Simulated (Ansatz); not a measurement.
# Geometry relaxation, with input and output: AlNH2F2

- system: AlNH2F2
- method: RKS BLYP-D4/def2-SVP (Ansatz 0.2.0)

It belongs to a series of runs on one base structure; here: start relaxed.

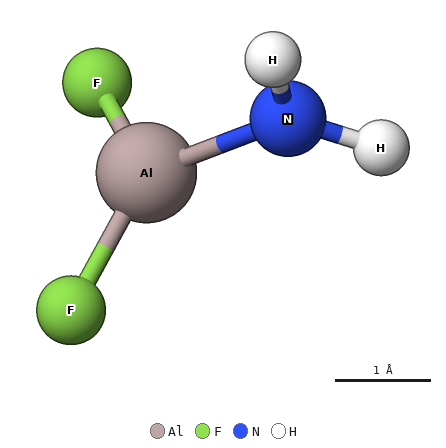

**Figure 1.** The starting structure (ball-and-stick view, seen at a tilt). Sticks mark near contacts.

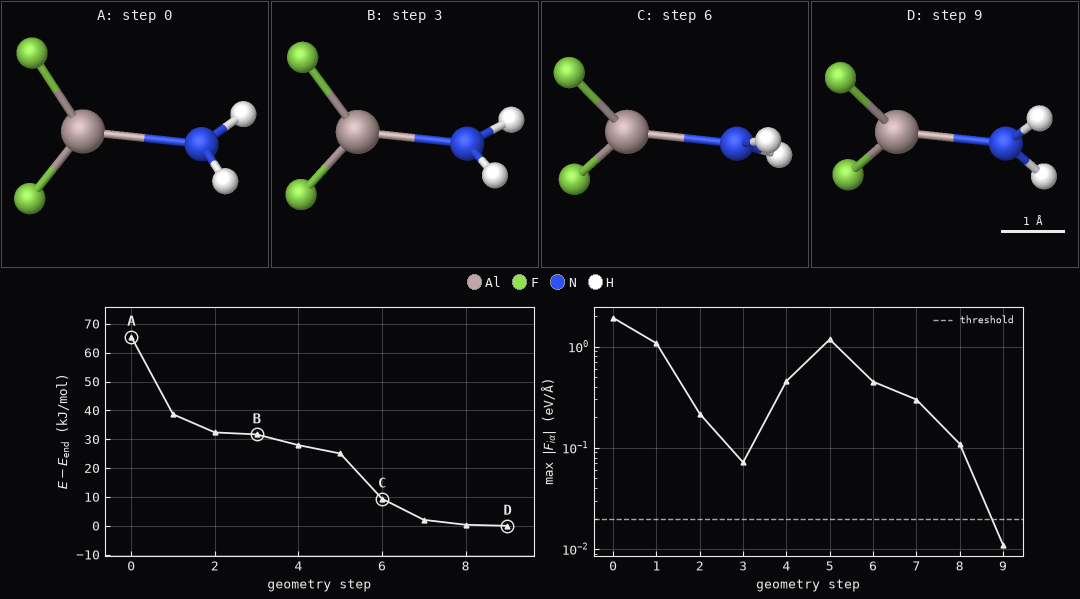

**Figure 2.** Frames of the relaxation (ball-and-stick view, seen at a tilt) above the curves, on which the letters mark them (the first geometry is step 0 here and step 1 in the log).

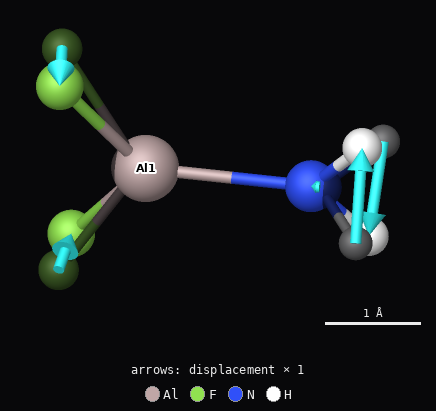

**Figure 3.** Start (faint) and end (solid) with the displacements as teal arrows, at true length (ball-and-stick view, seen at a tilt). The two geometries are laid on each other by the best rigid fit. The largest moves after the best rigid fit, 1.01 Å, are those of H4 and H5. Largest moves by element: H 1.01 Å, F 0.51 Å, N 0.09 Å, Al 0.06 Å. Among the contacts that change: Al1–N3 1.920 → 1.764 Å, N3–H4 1.060 → 1.022 Å, Al1–F2 1.690 → 1.670 Å. Among the angles that change: H4–N3–H5 120.0° → 110.7°, Al1–N3–H4 120.0° → 124.6°. The energy falls by 65.5 kJ/mol in 9 geometry steps. Largest force component: 1.9 eV/Å at the start, 0.011 eV/Å at the end. (Atoms are counted from 1 in the order of the input.)

These pictures come from the run below.

## Input file
```yaml
crystal:
  periodic: [false, false, false]
  atoms:
    - { symbol: Al, position_ang: [0.0, 0.0, 0.0] }
    - { symbol: F, position_ang: [0.0, 0.0, 1.69] }
    - { symbol: "N", position_ang: [1.6627, 0.0, -0.96] }
    - { symbol: H, position_ang: [2.1293, -0.9179, -1.2118] }
    - { symbol: H, position_ang: [2.1141, 0.9179, -1.2382] }
    - { symbol: F, position_ang: [-1.4635, 0.0, -0.845] }
basis:
  gaussian: { orbitals: def2-SVP }
hamiltonian:
  xc: blyp
  dispersion: d4
relax:
  f_tol: 0.02
  max_steps: 40
```

Launched with:
```bash
ansatz run input.yaml --threads 1 --pin off --max-ram 2048MiB --backend cpu --events-out ev --progress --plain --runs-dir out
```

## Log
```
The last accepted step is kept in [file] (removed where the run ends without a failure and the disk answers)
Engine: ansatz 0.2.0, aarch64-unknown-linux-gnu
Functional definition: BLYP
  parameter beta = 0.0042
  parameter a = 0.04918
  parameter b = 0.132
  parameter c = 0.2533
  parameter d = 0.349
  exchange = b88_x(beta = beta)
  correlation = lyp_c(a = a, b = b, c = c, d = d)
777 factors; their error is unknown
mean field evaluation 1: about -13536.1139 eV, gradient 8.3e1 eV
mean field evaluation 2: about -13468.3555 eV, gradient 1.7e2 eV
mean field evaluation 4: about -13547.8428 eV, gradient 2.6e1 eV
mean field evaluation 8: about -13549.0872 eV, gradient 1.6e-1 eV
mean field evaluation 16: about -13549.0872 eV, gradient 1.4e-5 eV
mean field -13549.08724755 eV, -497.9197724462 hartree, gradient 1.4e-5 eV, S^2 0.000000; 0 other end points of the search recorded, 0 dependent functions left out
the calculation of the forces begins
reference -13549.08756484 eV, -497.9197841065 hartree; 20, 20 occupied and 50, 50 virtual orbitals, 777 factors
relax step   1: F+E_penalty+E_count = -13549.26840779 eV  Δ(F+E_penalty+E_count) = +0.000e0 eV  max|allowed force component| = 1.920e0 eV/Å  Δτ_max = 0.0000 Å  (25 SCF iters, accepted)
these checks for a lower state are left out or cut short: starts, cluster_reference, orbital_swaps, neighbouring_geometries, increment
777 factors; their error is unknown
mean field -13549.36219889 eV, -497.9298767217 hartree, gradient 2.2e-5 eV, S^2 0.000000; 0 other end points of the search recorded, 0 dependent functions left out
the calculation of the forces begins
reference -13549.36251288 eV, -497.9298882605 hartree; 20, 20 occupied and 50, 50 virtual orbitals, 777 factors
relax step   2: F+E_penalty+E_count = -13549.54679908 eV  Δ(F+E_penalty+E_count) = -2.784e-1 eV  max|allowed force component| = 1.076e0 eV/Å  Δτ_max = 0.0539 Å  (27 SCF iters, accepted)
these checks for a lower state are left out or cut short: starts, cluster_reference, orbital_swaps, neighbouring_geometries, increment
777 factors; their error is unknown
mean field -13549.42455888 eV, -497.9321684091 hartree, gradient 1.9e-5 eV, S^2 0.000000; 0 other end points of the search recorded, 0 dependent functions left out
the calculation of the forces begins
reference -13549.42487014 eV, -497.9321798475 hartree; 20, 20 occupied and 50, 50 virtual orbitals, 777 factors
relax step   3: F+E_penalty+E_count = -13549.61192735 eV  Δ(F+E_penalty+E_count) = -6.513e-2 eV  max|allowed force component| = 2.162e-1 eV/Å  Δτ_max = 0.0376 Å  (27 SCF iters, accepted)
these checks for a lower state are left out or cut short: starts, cluster_reference, orbital_swaps, neighbouring_geometries, increment
777 factors; their error is unknown
mean field evaluation 32: about -13549.4798 eV, gradient 8.0e-3 eV
mean field -13549.43222665 eV, -497.9324501942 hartree, gradient 1.5e-5 eV, S^2 0.000000; 0 other end points of the search recorded, 0 dependent functions left out
the calculation of the forces begins
reference -13549.43253774 eV, -497.9324616265 hartree; 20, 20 occupied and 50, 50 virtual orbitals, 777 factors
relax step   4: F+E_penalty+E_count = -13549.61912074 eV  Δ(F+E_penalty+E_count) = -7.193e-3 eV  max|allowed force component| = 7.174e-2 eV/Å  Δτ_max = 0.0275 Å  (27 SCF iters, accepted)
these checks for a lower state are left out or cut short: starts, cluster_reference, orbital_swaps, neighbouring_geometries, increment
777 factors; their error is unknown
mean field -13549.47176996 eV, -497.9339033843 hartree, gradient 1.6e-5 eV, S^2 0.000000; 0 other end points of the search recorded, 0 dependent functions left out
the calculation of the forces begins
reference -13549.47207532 eV, -497.9339146059 hartree; 20, 20 occupied and 50, 50 virtual orbitals, 777 factors
relax step   5: F+E_penalty+E_count = -13549.65758635 eV  Δ(F+E_penalty+E_count) = -3.847e-2 eV  max|allowed force component| = 4.553e-1 eV/Å  Δτ_max = 0.2000 Å  (31 SCF iters, accepted)
these checks for a lower state are left out or cut short: starts, cluster_reference, orbital_swaps, neighbouring_geometries, increment
777 factors; their error is unknown
mean field -13549.50215873 eV, -497.9350201510 hartree, gradient 1.9e-5 eV, S^2 0.000000; 0 other end points of the search recorded, 0 dependent functions left out
the calculation of the forces begins
reference -13549.50246548 eV, -497.9350314237 hartree; 20, 20 occupied and 50, 50 virtual orbitals, 777 factors
relax step   6: F+E_penalty+E_count = -13549.68755464 eV  Δ(F+E_penalty+E_count) = -2.997e-2 eV  max|allowed force component| = 1.175e0 eV/Å  Δτ_max = 0.1953 Å  (30 SCF iters, accepted)
these checks for a lower state are left out or cut short: starts, cluster_reference, orbital_swaps, neighbouring_geometries, increment
777 factors; their error is unknown
mean field -13549.66278021 eV, -497.9409228814 hartree, gradient 1.7e-5 eV, S^2 0.000000; 0 other end points of the search recorded, 0 dependent functions left out
the calculation of the forces begins
reference -13549.66308580 eV, -497.9409341118 hartree; 20, 20 occupied and 50, 50 virtual orbitals, 777 factors
relax step   7: F+E_penalty+E_count = -13549.84997567 eV  Δ(F+E_penalty+E_count) = -1.624e-1 eV  max|allowed force component| = 4.498e-1 eV/Å  Δτ_max = 0.2000 Å  (31 SCF iters, accepted)
these checks for a lower state are left out or cut short: starts, cluster_reference, orbital_swaps, neighbouring_geometries, increment
777 factors; their error is unknown
mean field evaluation 64: about -13549.7811 eV, gradient 1.0e-3 eV
mean field -13549.73687974 eV, -497.9436459891 hartree, gradient 1.8e-5 eV, S^2 0.000000; 0 other end points of the search recorded, 0 dependent functions left out
the calculation of the forces begins
reference -13549.73718714 eV, -497.9436572858 hartree; 20, 20 occupied and 50, 50 virtual orbitals, 777 factors
relax step   8: F+E_penalty+E_count = -13549.92585352 eV  Δ(F+E_penalty+E_count) = -7.588e-2 eV  max|allowed force component| = 2.993e-1 eV/Å  Δτ_max = 0.2000 Å  (31 SCF iters, accepted)
these checks for a lower state are left out or cut short: starts, cluster_reference, orbital_swaps, neighbouring_geometries, increment
777 factors; their error is unknown
mean field -13549.75525763 eV, -497.9443213639 hartree, gradient 1.7e-5 eV, S^2 0.000000; 0 other end points of the search recorded, 0 dependent functions left out
the calculation of the forces begins
reference -13549.75556702 eV, -497.9443327336 hartree; 20, 20 occupied and 50, 50 virtual orbitals, 777 factors
relax step   9: F+E_penalty+E_count = -13549.94344043 eV  Δ(F+E_penalty+E_count) = -1.759e-2 eV  max|allowed force component| = 1.093e-1 eV/Å  Δτ_max = 0.2000 Å  (32 SCF iters, accepted)
these checks for a lower state are left out or cut short: starts, cluster_reference, orbital_swaps, neighbouring_geometries, increment
777 factors; their error is unknown
mean field -13549.75904545 eV, -497.9444605636 hartree, gradient 1.8e-5 eV, S^2 0.000000; 0 other end points of the search recorded, 0 dependent functions left out
the calculation of the forces begins
reference -13549.75935511 eV, -497.9444719436 hartree; 20, 20 occupied and 50, 50 virtual orbitals, 777 factors
relax step  10: F+E_penalty+E_count = -13549.94731055 eV  Δ(F+E_penalty+E_count) = -3.870e-3 eV  max|allowed force component| = 1.101e-2 eV/Å  Δτ_max = 0.0546 Å  (27 SCF iters, accepted)
777 factors; their error is unknown
mean field evaluation 96: about -13549.7590 eV, gradient 3.5e-3 eV
mean field -13549.75904545 eV, -497.9444605636 hartree, gradient 1.7e-5 eV, S^2 0.000000; 1 other end points of the search recorded, 0 dependent functions left out
the calculation of the forces begins
reference -13549.75935511 eV, -497.9444719436 hartree; 20, 20 occupied and 50, 50 virtual orbitals, 777 factors
Total energy: -13549.94762021 eV, -497.9513905584 hartree
Atom 0 at     0.055106    -0.000882    -0.032523 Å, force    -0.006433     0.001017     0.004116 eV/Å
Atom 1 at    -0.027737    -0.582279     1.530769 Å, force     0.001334     0.004343    -0.004499 eV/Å
Atom 2 at     1.582930     0.000752    -0.913799 Å, force    -0.011014    -0.000306     0.007838 eV/Å
Atom 3 at     2.472813    -0.328174    -0.533658 Å, force     0.005940    -0.005488    -0.004737 eV/Å
Atom 4 at     1.700349     0.331339    -1.873727 Å, force     0.005819     0.005399    -0.003183 eV/Å
Atom 5 at    -1.340862     0.579244    -0.742062 Å, force     0.004355    -0.004966     0.000464 eV/Å
Dipole moment:     0.487011     0.000531    -0.280986 e Å
```

## Trajectory as extended XYZ (Å, eV, eV/Å), 10 frames, from step=1 to step=10
```
6
Properties=species:S:1:pos:R:3:forces:R:3 step=1 energy=-13549.26841
Al    0.0000    0.0000    0.0000    1.9200   0.0000  -1.1068
F     0.0000    0.0000    1.6900   -0.2197  -0.0039  -0.6068
N     1.6627    0.0000   -0.9600   -1.5087   0.0005   0.8712
H     2.1293   -0.9179   -1.2118   -0.3131   1.6437   0.1565
H     2.1141    0.9179   -1.2382   -0.2924  -1.6442   0.1931
F    -1.4635    0.0000   -0.8450    0.4139   0.0039   0.4928
6
Properties=species:S:1:pos:R:3:forces:R:3 step=2 energy=-13549.54680
Al    0.0379    0.0000   -0.0219    0.9946  -0.0001  -0.5733
F     0.0085   -0.0066    1.6587   -0.1694  -0.0066  -0.3144
N     1.6252    0.0000   -0.9384   -1.0756   0.0001   0.6210
H     2.1141   -0.8702   -1.1918    0.0313   0.5160  -0.0194
H     2.0892    0.8702   -1.2350    0.0324  -0.5161  -0.0173
F    -1.4323    0.0066   -0.8367    0.1867   0.0066   0.3034
6
Properties=species:S:1:pos:R:3:forces:R:3 step=3 energy=-13549.61193
Al    0.0705   -0.0001   -0.0407   -0.2162   0.0005   0.1249
F     0.0005   -0.0193    1.6303   -0.0817  -0.0164  -0.0198
N     1.5956    0.0000   -0.9213    0.1249  -0.0004  -0.0722
H     2.1166   -0.8414   -1.1696    0.1121   0.0207  -0.0329
H     2.0712    0.8414   -1.2481    0.0846  -0.0204  -0.0806
F    -1.4117    0.0193   -0.8155   -0.0237   0.0161   0.0806
6
Properties=species:S:1:pos:R:3:forces:R:3 step=4 energy=-13549.61912
Al    0.0667    0.0002   -0.0385   -0.0020  -0.0013   0.0013
F    -0.0153   -0.0334    1.6310   -0.0367  -0.0251  -0.0005
N     1.6009    0.0000   -0.9244   -0.0414   0.0006   0.0238
H     2.1395   -0.8352   -1.1559    0.0717  -0.0222   0.0111
H     2.0710    0.8352   -1.2749    0.0264   0.0221  -0.0677
F    -1.4202    0.0332   -0.8022   -0.0180   0.0259   0.0320
6
Properties=species:S:1:pos:R:3:forces:R:3 step=5 energy=-13549.65759
Al    0.0634    0.0000   -0.0366    0.1418   0.0000  -0.0824
F    -0.0575   -0.1501    1.6258    0.1167  -0.0886  -0.0420
N     1.6102    0.0000   -0.9299    0.3160  -0.0011  -0.1818
H     2.2633   -0.8013   -1.0025   -0.3358   0.4553   0.1922
H     2.0000    0.8014   -1.4587   -0.3340  -0.4543   0.1937
F    -1.4368    0.1500   -0.7630    0.0953   0.0886  -0.0798
6
Properties=species:S:1:pos:R:3:forces:R:3 step=6 energy=-13549.68756
Al    0.0652    0.0010   -0.0376   -0.1000  -0.0080   0.0618
F    -0.0707   -0.2676    1.6154    0.1941  -0.0864  -0.2387
N     1.6108    0.0001   -0.9303    1.0327   0.0006  -0.5949
H     2.3609   -0.7464   -0.8426   -0.9674   1.1754  -0.0284
H     1.9108    0.7462   -1.6235   -0.4590  -1.1735   0.8507
F    -1.4345    0.2667   -0.7464    0.2995   0.0919  -0.0504
6
Properties=species:S:1:pos:R:3:forces:R:3 step=7 energy=-13549.84998
Al    0.0572    0.0007   -0.0328    0.3789  -0.0027  -0.2238
F    -0.0455   -0.3856    1.5811    0.0867  -0.1647   0.2206
N     1.5978    0.0000   -0.9237    0.2781  -0.0142  -0.1391
H     2.4083   -0.6083   -0.7058   -0.4077   0.4498  -0.0181
H     1.8172    0.6085   -1.7328   -0.1872  -0.4355   0.3439
F    -1.3924    0.3847   -0.7510   -0.1489   0.1673  -0.1836
6
Properties=species:S:1:pos:R:3:forces:R:3 step=8 energy=-13549.92585
Al    0.0554    0.0057   -0.0363    0.0495  -0.0188  -0.0495
F     0.0072   -0.5033    1.5441   -0.0571  -0.1159   0.2549
N     1.5771    0.0006   -0.9132    0.2993  -0.0098  -0.1443
H     2.4287   -0.4625   -0.5705   -0.1389   0.2240  -0.1452
H     1.7262    0.4612   -1.8187    0.0525  -0.2010   0.1539
F    -1.3519    0.4983   -0.7705   -0.2053   0.1216  -0.0698
6
Properties=species:S:1:pos:R:3:forces:R:3 step=9 energy=-13549.94344
Al    0.0570   -0.0100   -0.0367   -0.1093   0.0712   0.0384
F    -0.0385   -0.6050    1.5212    0.0286   0.0012  -0.0152
N     1.5831   -0.0004   -0.9175    0.0828  -0.0080  -0.0471
H     2.4816   -0.2782   -0.5134   -0.0444  -0.0169  -0.0627
H     1.6951    0.2856   -1.8945    0.0070   0.0022   0.0985
F    -1.3357    0.6080   -0.7240    0.0354  -0.0498  -0.0120
6
Properties=species:S:1:pos:R:3:forces:R:3 step=10 energy=-13549.94731
Al    0.0551   -0.0009   -0.0325   -0.0064   0.0010   0.0041
F    -0.0277   -0.5823    1.5308    0.0013   0.0043  -0.0045
N     1.5829    0.0008   -0.9138   -0.0110  -0.0003   0.0078
H     2.4728   -0.3282   -0.5337    0.0059  -0.0055  -0.0047
H     1.7003    0.3313   -1.8737    0.0058   0.0054  -0.0032
F    -1.3409    0.5792   -0.7421    0.0044  -0.0050   0.0005
```

## Summary

```tsv
quantity	value
outcome	converged
total energy	−13549.9476 eV
mean-field energy	−13549.7594 eV
largest force (length of the vector) at the end	0.014 eV/Å
hardware	1 thread of Arm Neoverse N1, 54 GiB of memory available, shared host
wall time	32 s
peak memory	0.13 GiB
```
